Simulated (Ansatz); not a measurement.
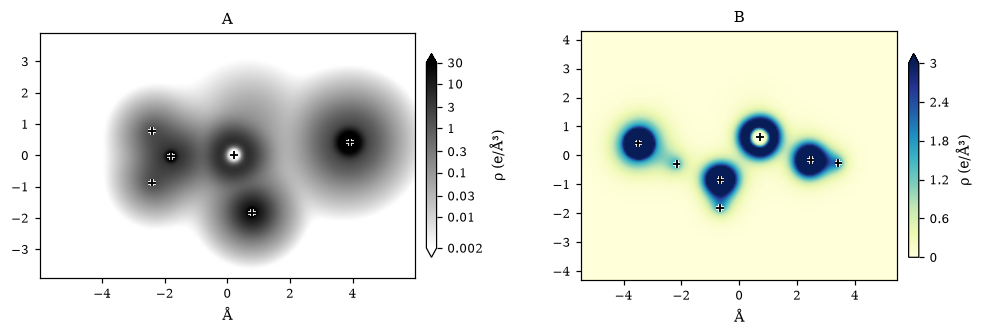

The electron density of 2 systems, each on a plane through atoms (crosses mark nuclei in the plane).

Theory: Ansatz 0.2.0, RKS PBE/def2-SVP.

System 1: H4O4Zr···HBr, the plane of atoms O2, Zr1 and O8. Core potentials replace the inner electrons of Zr.

```yaml
atoms:
  - { symbol: Zr, position_ang: [-0.2352, -0.2932, 0.0368] }
  - { symbol: O, position_ang: [-0.0183, 0.2250, 1.9705] }
  - { symbol: H, position_ang: [-0.3403, -0.0667, 2.8397] }
  - { symbol: O, position_ang: [1.5143, -0.5527, -0.7313] }
  - { symbol: H, position_ang: [2.3943, -0.4303, -1.1116] }
  - { symbol: O, position_ang: [-1.1886, 1.1081, -0.8824] }
  - { symbol: H, position_ang: [-1.4915, 1.9123, -1.3236] }
  - { symbol: O, position_ang: [-1.2523, -1.9363, -0.0325] }
  - { symbol: H, position_ang: [-1.6827, -2.7314, -0.3747] }
  - { symbol: Br, position_ang: [1.7376, 2.7886, 2.1003] }
  - { symbol: H, position_ang: [0.8849, 1.5509, 2.1521] }
```

System 2: ClFH4HfN2···HBr, the plane of atoms N3, Hf1 and F9. Core potentials replace the inner electrons of Hf.

```json
{"atom": "Hf", "x (Å)": "0.0971", "y (Å)": "-0.0245", "z (Å)": "-0.0036"}
{"atom": "Cl", "x (Å)": "0.1697", "y (Å)": "0.0902", "z (Å)": "2.4272"}
{"atom": "N", "x (Å)": "1.9986", "y (Å)": "0.0932", "z (Å)": "-0.6753"}
{"atom": "H", "x (Å)": "2.4376", "y (Å)": "-0.5234", "z (Å)": "-1.3693"}
{"atom": "H", "x (Å)": "2.7069", "y (Å)": "0.7543", "z (Å)": "-0.3326"}
{"atom": "N", "x (Å)": "-0.8105", "y (Å)": "1.6323", "z (Å)": "-0.7415"}
{"atom": "H", "x (Å)": "-1.8255", "y (Å)": "1.7767", "z (Å)": "-0.6593"}
{"atom": "H", "x (Å)": "-0.4076", "y (Å)": "2.4114", "z (Å)": "-1.2720"}
{"atom": "F", "x (Å)": "-0.6498", "y (Å)": "-1.6360", "z (Å)": "-0.7481"}
{"atom": "Br", "x (Å)": "-3.3312", "y (Å)": "0.0032", "z (Å)": "1.4678"}
{"atom": "H", "x (Å)": "-2.1239", "y (Å)": "0.0969", "z (Å)": "2.2813"}
```

### Which map belongs to which system?

Panel A is system 2, ClFH4HfN2···HBr: the plane holds Hf, N, H, F and Br. Hf–F (1.93 Å): the density is about 0.85 e/Å³ at the midpoint. Panel B is system 1, H4O4Zr···HBr: the plane holds Zr, O, H and Br. O2···H11 (1.61 Å): the density falls to about 0.41 e/Å³ on the way.
